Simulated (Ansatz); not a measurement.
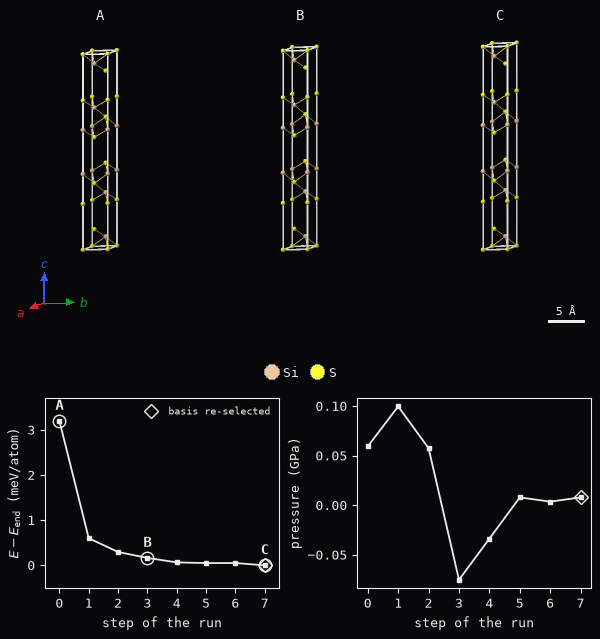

Frames of a relaxation of crystalline Si2S3 (built on the tetradymite_166 type), marked on the history of the run. A ball-and-stick model of the conventional cell (3 times the calculation's cell), seen slightly off an axis. Lengths and directions refer to the drawn axes.

Case: tetradymite type (R-3m, No. 166).

These are results of Ansatz, DFT PBE, scalar-relativistic, plane waves, PAW, not measurements. Set-up: plane-wave cutoff 420 eV; k-point mesh 12 × 12 × 12; occupations gaussian; smearing width 0.1 eV; no spin polarisation; cell and atoms relaxed; force threshold 0.01 eV/Å; at most 80 steps.

What happens along the run?

Answer. The energy falls by 3.2 meV per atom in 6 accepted moves (7 points after the start). Largest force component: 0.1 eV/Å at the start, 0.00049 eV/Å at the end. Pressure: 0.06 GPa at the start and 0.01 GPa at the end. The SCF was repeated once at an unchanged geometry on a basis and grid sized afresh for the cell, which shifted the energy by 0.1 meV per atom at most. The largest moves relative to the cell, 0.039 Å, are those of S atoms. Largest moves by element: S 0.039 Å, Si 0.018 Å. The drawn cell changes as follows: a = b 3.467 → 3.435 Å (−0.9 %), c 27.540 → 28.599 Å (+3.8 %); the volume changes by +2.0 %. Among the contacts that change: S–Si 2.488 → 2.496 Å. The space group stays R-3m (No. 166). From step 0 to 3: S atoms move most (0.02 Å), energy −3.0 meV per atom. From step 3 to 7: S atoms move most (0.05 Å), volume +1.9 %, energy −0.2 meV per atom.

```csv
step,"E − E(0), meV/atom","largest force component, eV/Å","pressure, GPa","volume, Å³/atom",note
0,0.00,0.1031,0.06,19.110,
1,-2.60,0.0802,0.10,18.798,
2,-2.90,0.0128,0.06,18.987,
3,-3.04,0.0261,-0.08,19.123,
4,-3.13,0.0109,-0.03,19.313,
5,-3.15,0.0007,0.01,19.445,
6,-3.15,0.0006,0.00,19.483,
7,-3.20,0.0005,0.01,19.483,"same geometry, new basis"
```

Limits of the set-up: layers or molecules are held without a dispersion correction, so their spacing is unreliable.
